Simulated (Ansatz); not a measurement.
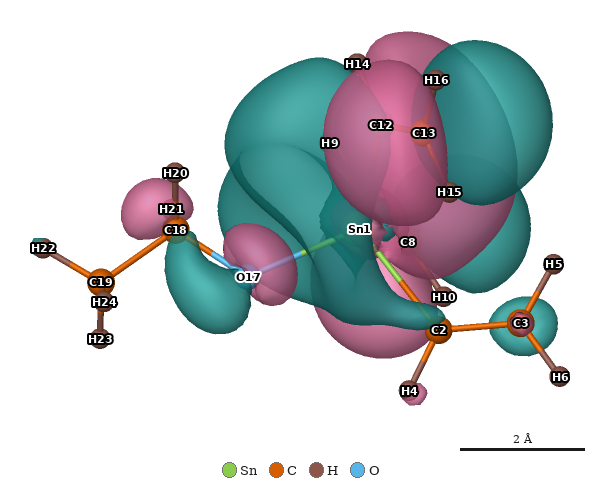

The picture shows: C8H14OSn (Sn(vinyl)3(OEt)). One frontier orbital at ±0.05 Å⁻³ᐟ² (teal and pink are the two phases), seen from one side.

Geometry: r2SCAN-D4/def2-SVP; core potentials replace the inner electrons of Sn.

Method: Ansatz, RKS PBE0-D4/def2-TZVP.

```yaml
atoms:
  - { symbol: Sn, position_ang: [0.2460, 0.3493, 0.2147] }
  - { symbol: C, position_ang: [0.1348, 0.0755, 2.3273] }
  - { symbol: C, position_ang: [0.4382, 1.0308, 3.2169] }
  - { symbol: H, position_ang: [-0.2030, -0.9073, 2.6837] }
  - { symbol: H, position_ang: [0.7776, 2.0303, 2.9159] }
  - { symbol: H, position_ang: [0.3630, 0.8602, 4.2992] }
  - { symbol: C, position_ang: [2.2549, 0.2316, -0.5280] }
  - { symbol: C, position_ang: [3.2787, -0.0744, 0.2810] }
  - { symbol: H, position_ang: [2.4545, 0.4319, -1.5904] }
  - { symbol: H, position_ang: [3.1375, -0.2812, 1.3505] }
  - { symbol: H, position_ang: [4.3121, -0.1336, -0.0870] }
  - { symbol: C, position_ang: [-0.7722, 2.1319, -0.4091] }
  - { symbol: C, position_ang: [-1.6239, 2.7647, 0.4091] }
  - { symbol: H, position_ang: [-0.5895, 2.5418, -1.4116] }
  - { symbol: H, position_ang: [-1.8398, 2.4002, 1.4215] }
  - { symbol: H, position_ang: [-2.1503, 3.6799, 0.1052] }
  - { symbol: O, position_ang: [-0.7593, -1.2579, -0.4482] }
  - { symbol: C, position_ang: [-0.8957, -1.4942, -1.8306] }
  - { symbol: C, position_ang: [-1.6589, -2.7889, -2.0312] }
  - { symbol: H, position_ang: [-1.4392, -0.6639, -2.3353] }
  - { symbol: H, position_ang: [0.0954, -1.5695, -2.3323] }
  - { symbol: H, position_ang: [-1.7904, -3.0146, -3.1019] }
  - { symbol: H, position_ang: [-1.1183, -3.6237, -1.5585] }
  - { symbol: H, position_ang: [-2.6522, -2.7187, -1.5612] }
```

Which orbital is it: HOMO or LUMO?

The LUMO, at −0.87 eV. By Hirshfeld shares it lies mainly on Sn1 (about 20 %), C13 (about 20 %), C8 (about 15 %), C12 (about 15 %) and C7 (about 10 %).
